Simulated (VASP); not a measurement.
Band structure of MoTe2 (2H layered). Calculation: modified Becke-Johnson potential (mBJ), VASP's PBE PAW potentials (set 64) (plane waves; VASP 6.6.1).

mBJ is a potential without an energy functional, so only the levels count. Without a dispersion term in the relaxation, distances and binding between the weakly bound layers, chains or molecules are unreliable, and so is what depends on them. Unless said otherwise, spin-orbit coupling is left out, though it shifts the bands of the heavy elements here.

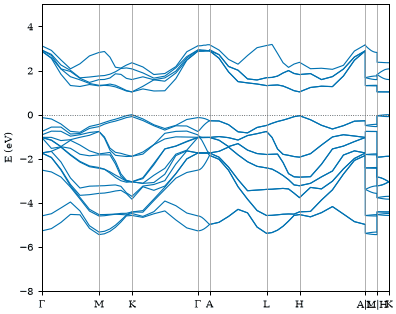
*Bands along high-symmetry lines, zero at the valence-band maximum or, without a gap, the Fermi level*

Q: Read the plot: is there a gap, and where are the band edges?

A: The gap is direct, 1.03 eV, from the valence maximum at K to the conduction minimum at K.

Measured: gap 1.06 eV at 4 K (computed value off by -0.03 eV), as given by Desman Perdamaian Gulo et al., Physical Review Materials (2023), doi:10.1103/physrevmaterials.7.044001.

The compound is MoTe2 in the 2H layered structure. It was relaxed first, which changed the volume by +10 %. The cell's shape comes from a PBE relaxation.
